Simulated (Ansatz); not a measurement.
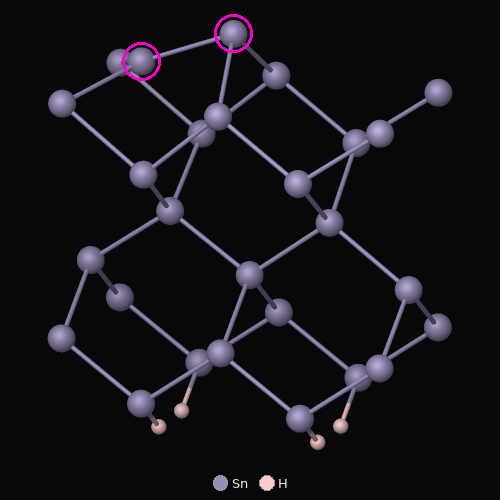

The system is a Sn(100) slab cut from the Fd-3m phase, its lower face capped with 4 H atoms (18 atoms in the cell); the picture shows the reference structure. 
- Two atoms of the surface dimers are held at set heights.
- The first coordinate is: height of Sn13 above its place in the flat dimer; the second: height of Sn14 above its place in the flat dimer.
- Relaxed at each point: all atoms of the upper layers, but for the two heights.
- The grid has 7 × 7 points; 28 points were computed and 21 follow by symmetry.
- Points are written as (first, second).
- Energies: eV, counted from the lowest grid point.
- All numbers below come from DFT PBEsol, scalar-relativistic, plane waves, PAW in Ansatz 0.2.0. Settings: cutoff 420 eV, k-mesh 6×3×1, gaussian smearing 0.05 eV, no spin polarisation.

Its coordinates:

```yaml
crystal:
  lattice:
    - [4.62558, 0.00000, 0.00000]
    - [0.00000, 9.25116, 0.00000]
    - [0.00000, 0.00000, 23.67847]
  atoms:
    - { symbol: Sn, position: [0.00000, 0.25000, 0.21184] }
    - { symbol: Sn, position: [0.00000, 0.75000, 0.21184] }
    - { symbol: Sn, position: [0.00000, 0.50000, 0.28091] }
    - { symbol: Sn, position: [0.00000, 0.00000, 0.28091] }
    - { symbol: Sn, position: [0.50000, 0.50000, 0.34998] }
    - { symbol: Sn, position: [0.50000, 0.00000, 0.34998] }
    - { symbol: Sn, position: [0.50000, 0.75127, 0.42133] }
    - { symbol: Sn, position: [0.50000, 0.24973, 0.41754] }
    - { symbol: Sn, position: [0.00000, 0.74352, 0.49191] }
    - { symbol: Sn, position: [0.00000, 0.25713, 0.48554] }
    - { symbol: Sn, position: [0.00000, 0.00171, 0.56115] }
    - { symbol: Sn, position: [0.00000, 0.49199, 0.56325] }
    - { symbol: Sn, position: [0.50000, 0.15939, 0.59289] }
    - { symbol: Sn, position: [0.50000, 0.44929, 0.63593] }
    - { symbol: H, position: [0.69541, 0.25000, 0.16941] }
    - { symbol: H, position: [0.30459, 0.25000, 0.16941] }
    - { symbol: H, position: [0.30276, 0.75000, 0.16884] }
    - { symbol: H, position: [0.69724, 0.75000, 0.16884] }
```

Range: height of Sn13 above its place in the flat dimer from −0.771 to 0.746 Å; height of Sn14 above its place in the flat dimer from −0.771 to 0.746 Å.

### Predict the map.

The lowest grid point is at (−0.522 Å, 0.497 Å); the map holds 2 wells of about this depth. It is the only kind of minimum in the scanned range. The highest grid point, (0.746 Å, 0.746 Å), lies 0.876 eV above the lowest. On the interpolated surface the easiest way out of the lowest well to a well of about the same depth near (0.497 Å, −0.522 Å) passes a barrier of about 0.38 eV.

```csv
"second ↓, first →",−0.771,−0.522,−0.261,0.000,0.249,0.497,0.746
0.746,0.100,0.051,0.079,0.196,0.379,0.606,0.876
0.497,0.012,0.000,0.062,0.209,0.415,0.604,0.606
0.249,0.027,0.045,0.136,0.305,0.441,0.415,0.379
0.000,0.136,0.180,0.288,0.379,0.305,0.209,0.196
−0.261,0.337,0.388,0.426,0.288,0.136,0.062,0.079
−0.522,0.563,0.582,0.388,0.180,0.045,0.000,0.051
−0.771,0.767,0.563,0.337,0.136,0.027,0.012,0.100
```

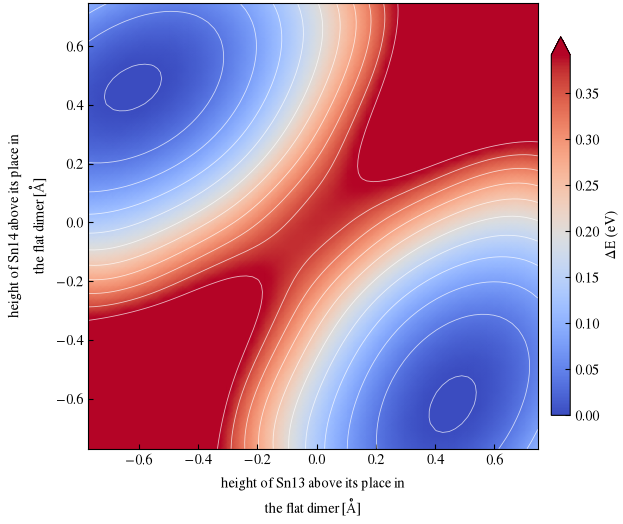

In the figure: a smooth colour map with a few white contour lines, one colour for all values above the top of the scale. Between grid points the surface is interpolated.

The whole map (28 points run) took 74 min on 4 threads of Arm Neoverse V2, with other jobs on the host.
